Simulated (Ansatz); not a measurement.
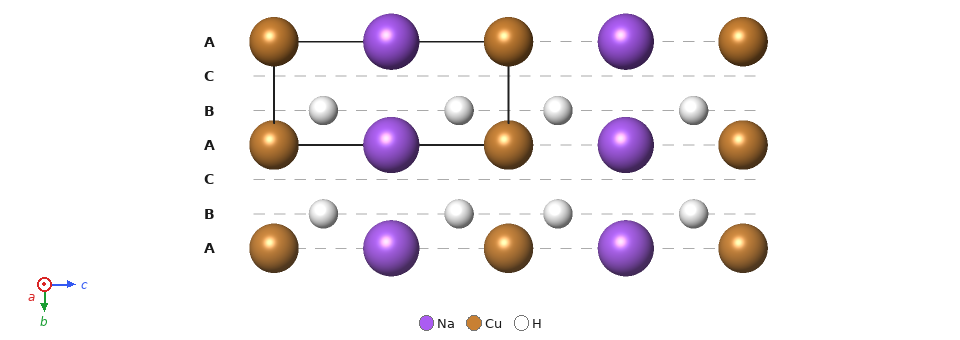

The picture looks along a close-packed row of the hexagonal mesh; c points to the right. The dashed lines mark the three columns A (0, 0), B (1/3, 2/3) and C (2/3, 1/3). The sequence starts with the first layer at or above the cell's origin.

The compound is NaCuH2 (space group P-6m2, No. 187), taken as the geometry relaxed with DFT PBE, scalar-relativistic, plane waves, PAW (Ansatz 0.2.0); the starting structure was generated, so it need not be a known form of this composition.

Give the sequence of layers in one repeat, with element and column.

Cu(A) – H(B) – Na(A) – H(B) (four layers in 5.63 Å).

How are the H layers alone stacked?

H layers alone: BB, a sequence in which some neighbouring layers lie directly above each other.

Which positions between or in the H layers do the other atoms fill?

Na: one trigonal-prismatic site; Cu: one trigonal-prismatic site in each hexagonal cell.
